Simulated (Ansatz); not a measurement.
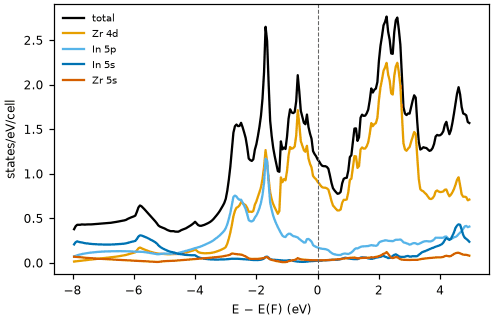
*Total and projected density of states of ZrIn (L1₀ or tetragonal B2, space group No. 123), r²SCAN (plane waves, PAW; program Ansatz)*

**Question.** Which orbitals carry the states next to the Fermi level?

**Answer.** Within 0.5 eV of the Fermi level: Zr 4d 78 %, In 5p 15 %. Projections are on Löwdin-orthogonalised atomic valence shells; empty p or d shells of many metals are not among them.

**Question.** Where is the tallest occupied peak in this window, and what makes it?

**Answer.** Near -1.7 eV, about 2.6 states/eV per cell; the largest projected share is Zr 4d.

Space group P4/mmm (L1₀ or tetragonal B2). The workflow started from a Materials Project entry (that database holds measured and hypothetical structures alike); the Crystallography Open Database copy checked does not list it. With Zr and In taken as one species the cell has the higher symmetry Fm-3m, so it may be an ordered model of a mixed-site phase. Whether it is the stable phase at ambient conditions was not checked. The cell was relaxed with r²SCAN under the symmetry of its start; whether a distortion lowers the energy is not shown. No spin polarisation was allowed. Scalar-relativistic: spin–orbit coupling is off unless named, which matters more the heavier the elements.

Potentials: the earlier of the program's two PAW sets.
